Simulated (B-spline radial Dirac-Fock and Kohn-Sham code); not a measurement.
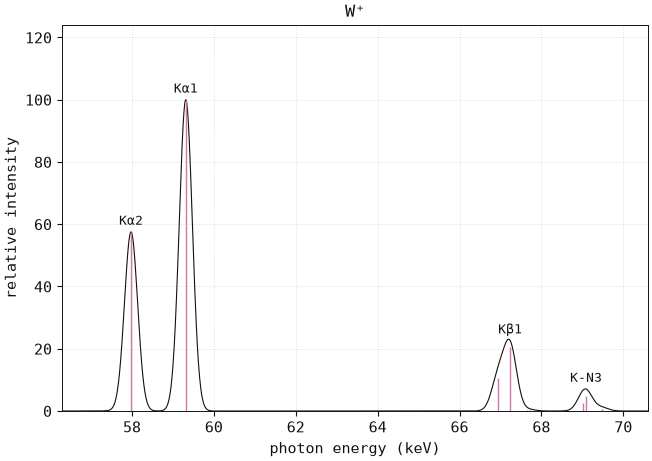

X-ray emission lines that fill a K (1s) hole, broadened by a Gaussian of 380 eV full width, as by a silicon detector. Multiplet splitting by the open shell is left out. Species: W⁺ ([Xe] 4f14 5d4 6s1), inside a Watson sphere of charge −1 and radius 2 Å that stands in for a crystal. Method: independent-particle rates on relativistic LDA orbitals of the hole state (multipoles to L = 3), energies from Dirac–Fock ΔSCF (computed with a radial B-spline solver).

Question: What multipole carries the K-M5 line?

Answer: E2; it is forbidden as an electric dipole and holds 0.15 % of the emission.
